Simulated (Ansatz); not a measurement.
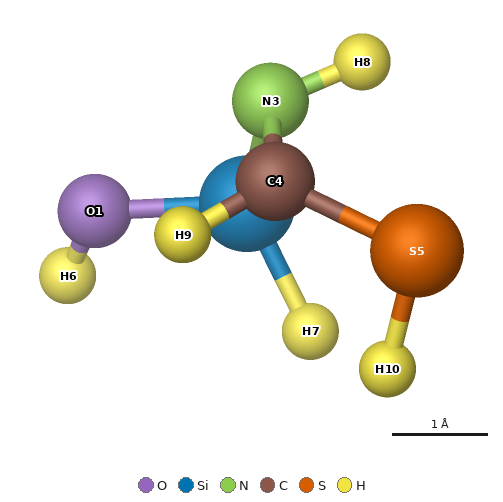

Figure 1. The structure as given in the input (ball-and-stick view, seen at a tilt; atoms are numbered from 1 in the order of the input).

Run report: CH5NOSSi, geometry relaxation (part 1 of 2)

CH5NOSSi, computed with RKS PBE0/6-31G (Ansatz 0.2.0).

It belongs to a series of runs on one base structure; here: end point B relaxed. Figures and captions count atoms from 1; the log counts them from 0 in places.

### The input
```yaml
crystal:
  periodic: [false, false, false]
  atoms:
    - { symbol: O, position_ang: [-0.7419, -0.0005, 2.1187] }
    - { symbol: Si, position_ang: [0.4691, -0.305, 1.0847] }
    - { symbol: "N", position_ang: [1.81214, 0.34042, 1.7464] }
    - { symbol: C, position_ang: [2.31554, -0.76072, 2.40793] }
    - { symbol: S, position_ang: [3.32035, -1.85557, 1.55578] }
    - { symbol: H, position_ang: [-1.6055, -0.4071, 1.8629] }
    - { symbol: H, position_ang: [0.41943, -1.6907, 0.51213] }
    - { symbol: H, position_ang: [2.49325, 0.56945, 0.97413] }
    - { symbol: H, position_ang: [1.67072, -1.16315, 3.27126] }
    - { symbol: H, position_ang: [2.37321, -2.83514, 1.41502] }
basis:
  gaussian: { orbitals: "6-31G" }
hamiltonian:
  xc: pbe0
relax:
  f_tol: 0.015
  max_steps: 40
```

Launched with:
```bash
ansatz run input.yaml --threads 1 --pin off --max-ram 2048MiB --backend cpu --events-out ev --progress --plain --runs-dir out
```

### The program's output
```
The last accepted step is kept in [file] (removed where the run ends without a failure and the disk answers)
Engine: ansatz 0.2.0, x86_64-unknown-linux-gnu
Functional definition: PBE0
  parameter a = 0.25
  parameter kappa = 0.804
  parameter beta = 0.06672455060314922
  exchange = (1 - a)*pbe_x(kappa = kappa, mu = beta*pi^2/3) + a*exact_x
  correlation = pbe_c(beta = beta)
848 factors; integrals over basis functions are off by at most 1.8e-4 eV
mean field evaluation 1: about -23337.5739 eV, gradient 6.8e1 eV
mean field evaluation 2: about -23308.1991 eV, gradient 1.2e2 eV
mean field evaluation 4: about -23345.9038 eV, gradient 2.6e1 eV
mean field evaluation 8: about -23348.1185 eV, gradient 4.7e-1 eV
mean field evaluation 16: about -23348.1874 eV, gradient 1.4e-4 eV
mean field -23348.18738612 eV, -858.0300604700 hartree, gradient 1.8e-5 eV, S^2 0.000000; 0 other end points of the search recorded, 0 dependent functions left out
the calculation of the forces begins
reference -23348.18741205 eV, -858.0300614229 hartree; 28, 28 occupied and 35, 35 virtual orbitals, 848 factors
relax step   1: F+E_penalty+E_count = -23348.18738612 eV  Δ(F+E_penalty+E_count) = +0.000e0 eV  max|allowed force component| = 6.803e0 eV/Å  Δτ_max = 0.0000 Å  (30 SCF iters, accepted)
these checks for a lower state are left out or cut short: starts, cluster_reference, orbital_swaps, neighbouring_geometries, increment
848 factors; integrals over basis functions are off by at most 1.7e-4 eV
mean field -23349.62302615 eV, -858.0828192681 hartree, gradient 9.9e-6 eV, S^2 0.000000; 0 other end points of the search recorded, 0 dependent functions left out
[... from here on the field's lines of each further geometry are left out, up to the last ...]
relax step   2: F+E_penalty+E_count = -23349.62302615 eV  Δ(F+E_penalty+E_count) = -1.436e0 eV  max|allowed force component| = 4.141e0 eV/Å  Δτ_max = 0.1949 Å  (32 SCF iters, accepted)
relax step   3: F+E_penalty+E_count = -23350.25998374 eV  Δ(F+E_penalty+E_count) = -6.370e-1 eV  max|allowed force component| = 2.006e0 eV/Å  Δτ_max = 0.1948 Å  (32 SCF iters, accepted)
relax step   4: F+E_penalty+E_count = -23350.45772198 eV  Δ(F+E_penalty+E_count) = -1.977e-1 eV  max|allowed force component| = 1.667e0 eV/Å  Δτ_max = 0.2000 Å  (32 SCF iters, accepted)
relax step   5: F+E_penalty+E_count = -23350.67509993 eV  Δ(F+E_penalty+E_count) = -2.174e-1 eV  max|allowed force component| = 5.814e-1 eV/Å  Δτ_max = 0.1974 Å  (33 SCF iters, accepted)
relax step   6: F+E_penalty+E_count = -23350.77544037 eV  Δ(F+E_penalty+E_count) = -1.003e-1 eV  max|allowed force component| = 5.448e-1 eV/Å  Δτ_max = 0.1903 Å  (32 SCF iters, accepted)
relax step   7: F+E_penalty+E_count = -23350.89819697 eV  Δ(F+E_penalty+E_count) = -1.228e-1 eV  max|allowed force component| = 3.965e-1 eV/Å  Δτ_max = 0.1952 Å  (33 SCF iters, accepted)
relax step   8: F+E_penalty+E_count = -23351.00439778 eV  Δ(F+E_penalty+E_count) = -1.062e-1 eV  max|allowed force component| = 7.392e-1 eV/Å  Δτ_max = 0.1951 Å  (31 SCF iters, accepted)
relax step   9: F+E_penalty+E_count = -23351.07997511 eV  Δ(F+E_penalty+E_count) = -7.558e-2 eV  max|allowed force component| = 1.080e0 eV/Å  Δτ_max = 0.1952 Å  (29 SCF iters, accepted)
relax step  10: F+E_penalty+E_count = -23351.16392326 eV  Δ(F+E_penalty+E_count) = -8.395e-2 eV  max|allowed force component| = 7.283e-1 eV/Å  Δτ_max = 0.1989 Å  (29 SCF iters, accepted)
relax step  11: F+E_penalty+E_count = -23351.23198079 eV  Δ(F+E_penalty+E_count) = -6.806e-2 eV  max|allowed force component| = 3.078e-1 eV/Å  Δτ_max = 0.1959 Å  (28 SCF iters, accepted)
relax step  12: F+E_penalty+E_count = -23351.26064413 eV  Δ(F+E_penalty+E_count) = -2.866e-2 eV  max|allowed force component| = 6.737e-1 eV/Å  Δτ_max = 0.1943 Å  (31 SCF iters, accepted)
relax step  13: F+E_penalty+E_count = -23351.28477655 eV  Δ(F+E_penalty+E_count) = -2.413e-2 eV  max|allowed force component| = 5.668e-1 eV/Å  Δτ_max = 0.1997 Å  (29 SCF iters, accepted)
relax step  14: F+E_penalty+E_count = -23351.29699554 eV  Δ(F+E_penalty+E_count) = -1.222e-2 eV  max|allowed force component| = 5.505e-1 eV/Å  Δτ_max = 0.1355 Å  (31 SCF iters, accepted)
relax step  15: F+E_penalty+E_count = -23351.29334603 eV  Δ(F+E_penalty+E_count) = +3.650e-3 eV  max|allowed force component| = 8.502e-1 eV/Å  Δτ_max = 0.1400 Å  (29 SCF iters, rejected (line search))
relax step  16: F+E_penalty+E_count = -23351.31948380 eV  Δ(F+E_penalty+E_count) = -2.249e-2 eV  max|allowed force component| = 8.609e-2 eV/Å  Δτ_max = 0.0681 Å  (31 SCF iters, accepted)
relax step  17: F+E_penalty+E_count = -23351.32111769 eV  Δ(F+E_penalty+E_count) = -1.634e-3 eV  max|allowed force component| = 6.840e-2 eV/Å  Δτ_max = 0.0352 Å  (29 SCF iters, accepted)
relax step  18: F+E_penalty+E_count = -23351.32167236 eV  Δ(F+E_penalty+E_count) = -5.547e-4 eV  max|allowed force component| = 2.923e-2 eV/Å  Δτ_max = 0.0137 Å  (30 SCF iters, accepted)
relax step  19: F+E_penalty+E_count = -23351.32182000 eV  Δ(F+E_penalty+E_count) = -1.476e-4 eV  max|allowed force component| = 1.943e-2 eV/Å  Δτ_max = 0.0114 Å  (30 SCF iters, accepted)
the calculation of the forces begins
reference -23351.32188752 eV, -858.1452512718 hartree; 28, 28 occupied and 35, 35 virtual orbitals, 847 factors
relax step  20: F+E_penalty+E_count = -23351.32186085 eV  Δ(F+E_penalty+E_count) = -4.085e-5 eV  max|allowed force component| = 1.331e-2 eV/Å  Δτ_max = 0.0057 Å  (23 SCF iters, accepted)
847 factors; integrals over basis functions are off by at most 2.1e-4 eV
mean field evaluation 160: about -23351.3314 eV, gradient 6.1e-1 eV
```

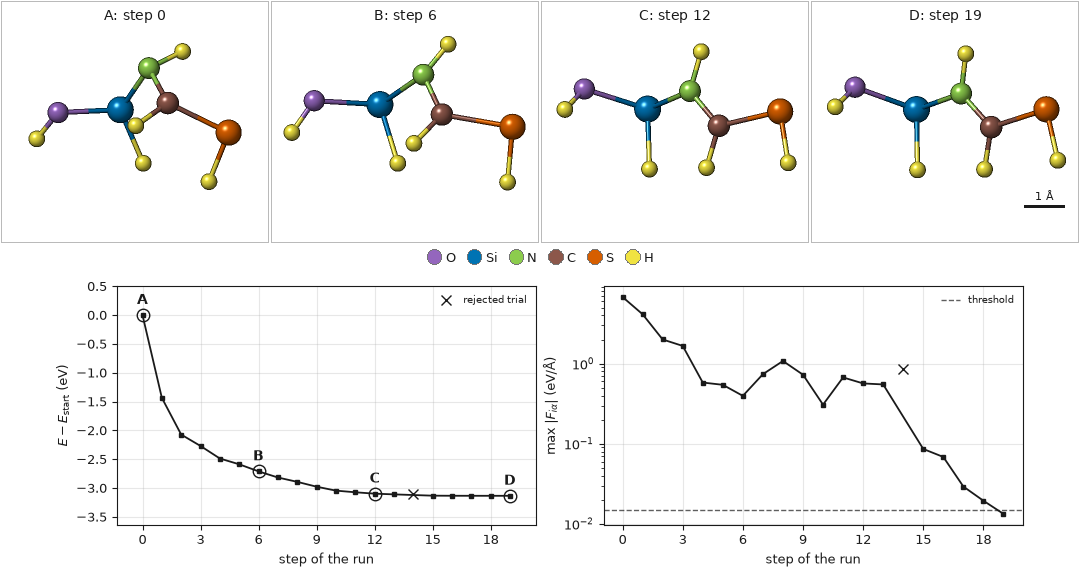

Figure 2. Frames of the relaxation (ball-and-stick view, seen at a tilt) above the curves, on which the letters mark them (the first geometry is step 0 here and step 1 in the log).

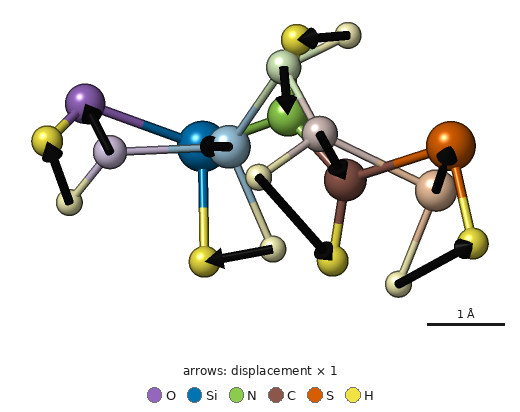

Figure 3. Start (faint) and end (solid) with the displacements as black arrows, at true length (ball-and-stick view, seen at a tilt). The two geometries are laid on each other by the best rigid fit. The energy falls by 3.134 eV in 19 geometry steps. The largest force component goes from 6.8 to 0.013 eV/Å. The line search rejected the trial step at point 14 (counted from 0) and went back. H9 moves most after the best rigid fit: 1.96 Å. Largest moves by element: H 1.96 Å, S 1.00 Å, O 0.93 Å, Si 0.87 Å, C 0.87 Å, N 0.66 Å. Distances before and after: Si2–N3 1.630 → 2.031 Å, O1–Si2 1.621 → 1.761 Å, N3–C4 1.380 → 1.284 Å, C4–S5 1.713 → 1.807 Å. Among the angles that change: N3–Si2–H7 123.2° → 86.6°, Si2–N3–C4 100.3° → 125.3°, C4–N3–H8 106.8° → 119.2°. (Atoms are counted from 1 in the order of the input.)

```
mean field -23351.32186085 eV, -858.1452502918 hartree, gradient 2.4e-5 eV, S^2 0.000000; 1 other end points of the search recorded, 0 dependent functions left out
the calculation of the forces begins
reference -23351.32188752 eV, -858.1452512718 hartree; 28, 28 occupied and 35, 35 virtual orbitals, 847 factors
Total energy: -23351.32188752 eV, -858.1452512718 hartree
Atom 0 at    -1.008625     0.836200     1.829025 Å, force    -0.000744     0.001165     0.003459 eV/Å
Atom 1 at    -0.168929    -0.050518     0.559773 Å, force    -0.000481     0.000972    -0.005991 eV/Å
Atom 2 at     1.600112    -0.263591     1.535060 Å, force    -0.000355    -0.006728     0.003911 eV/Å
Atom 3 at     2.206443    -1.377403     1.738611 Å, force     0.007730     0.013314    -0.001065 eV/Å
Atom 4 at     3.973206    -1.536992     2.080256 Å, force    -0.004156    -0.001148     0.000465 eV/Å
Atom 5 at    -1.313356     0.416063     2.648407 Å, force     0.000001    -0.000012    -0.000477 eV/Å
Atom 6 at    -0.460820    -1.555457     0.957113 Å, force    -0.002060    -0.002452     0.000701 eV/Å
Atom 7 at     2.111336     0.611048     1.654075 Å, force     0.002011    -0.000461    -0.000747 eV/Å
Atom 8 at     1.635467    -2.296793     1.646852 Å, force    -0.001725    -0.004197     0.000160 eV/Å
Atom 9 at     3.951505    -2.890567     2.299778 Å, force    -0.000220    -0.000454    -0.000417 eV/Å
Dipole moment:     0.910815    -0.854509     0.616538 e Å
```

### Trajectory as extended XYZ (Å, eV, eV/Å), 20 frames, from step=1 to step=20
```
10
Properties=species:S:1:pos:R:3:forces:R:3 step=1 energy=-23348.18739
O    -0.7419   -0.0005    2.1187   -4.0426  -0.2377   1.4535
Si    0.4691   -0.3050    1.0847   -2.7181  -1.8898  -4.5742
N     1.8121    0.3404    1.7464    6.8030   3.3614  -0.3027
C     2.3155   -0.7607    2.4079   -3.6923  -0.8965   2.8913
S     3.3203   -1.8556    1.5558    2.3082  -2.0481  -0.9784
H    -1.6055   -0.4071    1.8629    0.3587   0.5400   0.8267
H     0.4194   -1.6907    0.5121    0.0056  -0.4124   0.4834
H     2.4933    0.5695    0.9741   -0.7093   1.0889   1.5017
H     1.6707   -1.1631    3.2713    1.3871   1.0004  -1.1452
H     2.3732   -2.8351    1.4150    0.2997  -0.5061  -0.1562
10
Properties=species:S:1:pos:R:3:forces:R:3 step=2 energy=-23349.62303
O    -0.8225    0.0173    2.1084   -1.9107  -0.0056   0.8589
Si    0.4040   -0.2234    1.0003   -1.6509  -0.8976  -2.5495
N     1.8500    0.3561    1.7116    4.1410   0.1815   0.6948
C     2.2365   -0.8405    2.3436   -2.0036   0.7750   0.3818
S     3.4095   -1.9486    1.6094    0.6883  -0.6216  -0.1726
H    -1.6832   -0.3971    1.9112    0.0913   0.2461   0.4225
H     0.3796   -1.6854    0.5778    0.2204  -0.1203   0.3388
H     2.5409    0.6989    1.0204   -0.4502   0.3016   0.9196
H     1.7000   -1.1158    3.2807    0.6068   0.3609  -0.8641
H     2.5113   -2.9695    1.3855    0.2677  -0.2200  -0.0300
10
Properties=species:S:1:pos:R:3:forces:R:3 step=3 energy=-23350.25998
O    -0.8990    0.0540    2.1191   -0.2091   0.1804   0.1875
Si    0.3177   -0.1264    0.9026   -0.9083  -0.3471  -0.9120
N     1.8999    0.3507    1.6713    1.0559  -1.7788   1.3550
C     2.1247   -0.9188    2.2366    0.2397   2.0064  -1.1631
S     3.4897   -1.9928    1.6648   -0.4283  -0.0994   0.0734
H    -1.7578   -0.3825    2.0108    0.0097   0.0624   0.0955
H     0.4226   -1.6679    0.6860    0.2194   0.1877   0.2480
H     2.6108    0.7690    1.0749   -0.1137  -0.0692   0.1323
H     1.6461   -1.1135    3.1872   -0.1869  -0.1899  -0.0846
H     2.6716   -3.0797    1.3956    0.3217   0.0475   0.0681
10
Properties=species:S:1:pos:R:3:forces:R:3 step=4 energy=-23350.45772
O    -0.9491    0.2279    2.0340   -0.2393  -0.3799  -0.0601
Si    0.2841   -0.1521    0.8570   -0.8556   0.3505  -0.6900
N     1.8680    0.3196    1.6991    0.7931  -1.6669   0.8248
C     2.1250   -0.9432    2.1962    0.3982   1.4846  -0.7367
S     3.5376   -1.9631    1.6385   -0.2613   0.0174  -0.0008
H    -1.7478   -0.3334    2.0607    0.1387   0.2662   0.1195
H     0.4168   -1.7048    0.8153    0.1567   0.0687   0.2843
H     2.5681    0.7902    1.1336   -0.0160  -0.0476   0.0411
H     1.6220   -1.2359    3.0998   -0.2959  -0.1683   0.1272
H     2.8018   -3.1132    1.4146    0.1812   0.0753   0.0907
10
Properties=species:S:1:pos:R:3:forces:R:3 step=5 energy=-23350.67510
O    -1.0018    0.3113    1.9982   -0.2402  -0.5630  -0.2996
Si    0.2040   -0.0846    0.7626   -0.4852   0.0487   0.2083
N     1.8620    0.2652    1.6884    0.4771  -0.5814   0.3422
C     2.1242   -0.9665    2.1423    0.2202   0.4835  -0.1899
S     3.5918   -1.9476    1.6258   -0.2584   0.0098   0.0236
H    -1.7542   -0.3112    2.1180    0.3708   0.4631   0.0410
H     0.4598   -1.6511    1.0003   -0.1346   0.1012  -0.1102
H     2.5664    0.7910    1.1743   -0.0894  -0.1779   0.0477
H     1.5391   -1.3548    2.9715    0.0231  -0.0388  -0.2269
H     2.9349   -3.1598    1.4676    0.1167   0.2549   0.1638
```
